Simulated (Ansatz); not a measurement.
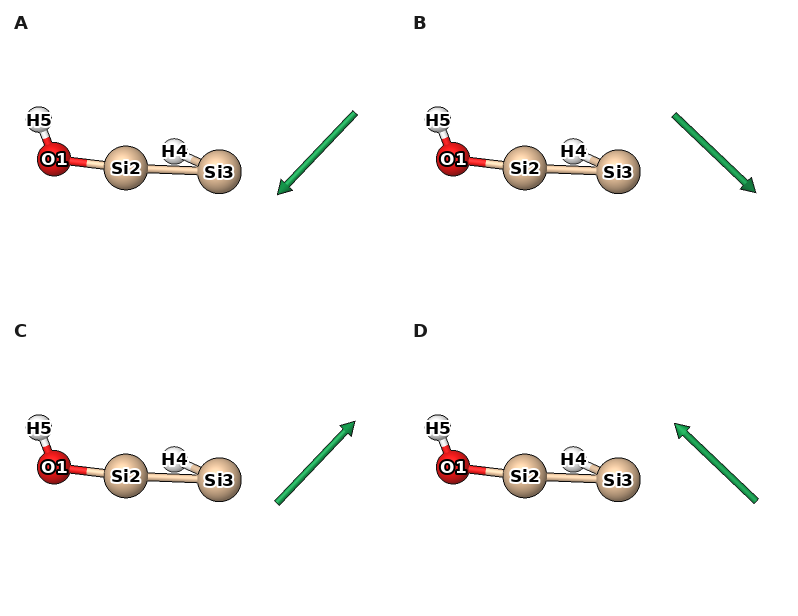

The same molecule four times, each with an arrow. The computed structure is the end point of a PBE-D4/def2-SVP optimisation. No frequency run is at hand to confirm it as a minimum. Method: RKS PBE-D4/def2-SVP (Ansatz 0.2.0).

> Which arrow points along the dipole moment, from the negative to the positive end?

D. The dipole moment is 2.23 D; it points from the side of Si3 to the side of H5 (the outermost atoms at the two ends).
